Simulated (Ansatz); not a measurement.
B₈Si

The calculation's input:

```
crystal:
  periodic: [false, false, false]
  atoms:
    - {symbol: Si, position_ang: [0.892427, -0.916039, -2.858938]}
    - {symbol: B, position_ang: [0.364414, -0.522389, -0.839590]}
    - {symbol: B, position_ang: [-1.225935, 2.119895, 1.996016]}
    - {symbol: B, position_ang: [0.707905, -1.823669, 0.207405]}
    - {symbol: B, position_ang: [0.064559, -0.558498, 0.910007]}
    - {symbol: B, position_ang: [-0.946496, 2.092498, 0.492639]}
    - {symbol: B, position_ang: [-0.309045, 0.855569, -0.231340]}
    - {symbol: B, position_ang: [1.052134, -2.005868, -1.291033]}
    - {symbol: B, position_ang: [-0.599953, 0.758500, 1.614834]}
basis:
  gaussian: {orbitals: def2-TZVP, initial_orbitals: start.molden}
hamiltonian: {xc: pbe0, dispersion: d4}
scf: {omitted_lower_state_checks: [starts]}
output: {orbitals: {seedname: orbitals}}
```

Run with:

```sh
ansatz run in.yaml --threads 4 --pin off --events-out ev --progress --plain --max-ram 8704MiB
```

Geometry: B3LYP-D4/def2-SVP.

Level of theory: RKS PBE0-D4/def2-TZVP (Ansatz).

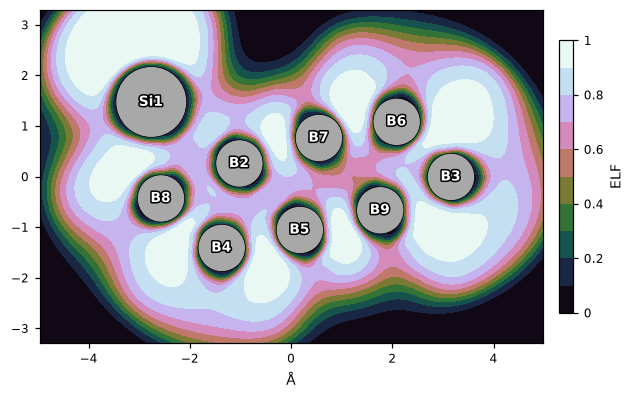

Figure 1. ELF on the molecular plane. Grey discs cover the atomic cores.

Q: Describe what can be read from this map.

A:
- The section cuts through Si and B sites.
- B–B (1.53 Å): the ELF peaks at about 0.90 between the atoms, as expected for a covalent bond.
- Si–B (1.92 Å): the ELF peaks at about 0.90 between the atoms (localised, covalent bonding).
- B–B (1.58 Å): the ELF peaks at about 0.90 between the atoms; localised, covalent bonding.
- B–B (1.63 Å): the ELF peaks at about 0.95 between the atoms: a shared electron pair.
- B–B (1.70 Å): the ELF peaks at about 0.80 between the atoms, as expected for a shared electron pair.
- The ELF also peaks beside Si1, away from the bonds: lone-pair regions.

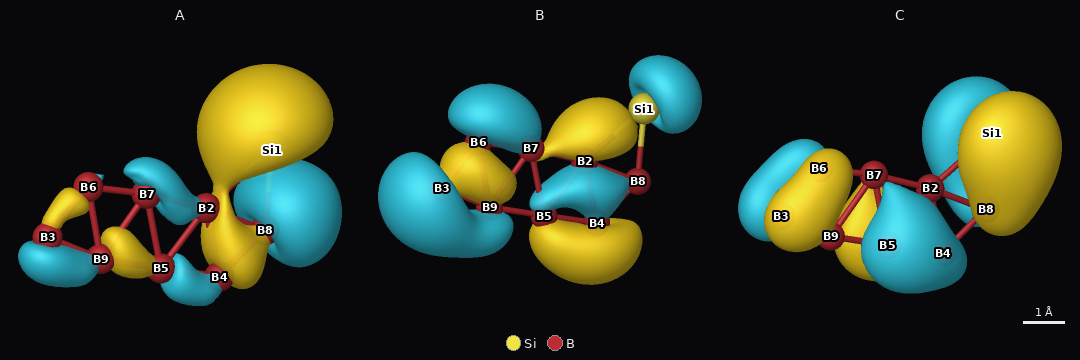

Figure 2. Three frontier orbitals at ±0.08 Å⁻³ᐟ² (yellow and cyan are the two phases), in no order.

Q: Order the three orbitals by energy and name them.

A: A is the HOMO−1 (−7.49 eV). By Hirshfeld shares it lies mainly on Si1 (about 50 %) and B8 (about 30 %); it is symmetric in the molecular plane (an in-plane orbital: σ, lone-pair or in-plane π type). B is the HOMO (−6.62 eV). By Hirshfeld shares it lies mainly on B3 (about 25 %), B4 (about 15 %), B6 (about 15 %), Si1 (about 10 %), B9 (about 10 %) and B2 (about 10 %); it is symmetric in the molecular plane (an in-plane orbital: σ, lone-pair or in-plane π type). C is the LUMO (−4.21 eV). Its weight (Hirshfeld) is mainly on Si1 (about 35 %), B5 (about 15 %), B8 (about 10 %), B3 (about 10 %), B4 (about 5 %) and B6 (about 5 %); it changes sign across the molecular plane (π type); π-bonding across Si1–B8 and B4–B5; π-antibonding (a node) across B4–B8.

Q: What is the HOMO–LUMO gap?

A: 2.41 eV between the orbital energies.

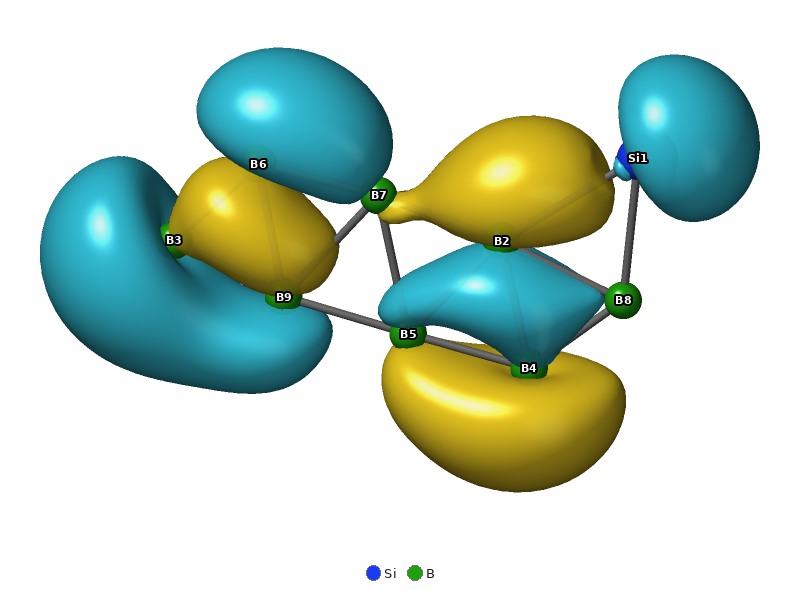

Figure 3. The HOMO at ±0.08 Å⁻³ᐟ² (yellow and cyan are the two phases), seen at a tilt.

Q: Describe this orbital and give its energy.

A: By Hirshfeld shares it lies mainly on B3 (about 25 %), B4 (about 15 %), B6 (about 15 %), Si1 (about 10 %), B9 (about 10 %) and B2 (about 10 %); it is symmetric in the molecular plane (an in-plane orbital: σ, lone-pair or in-plane π type). Its energy is −6.62 eV.
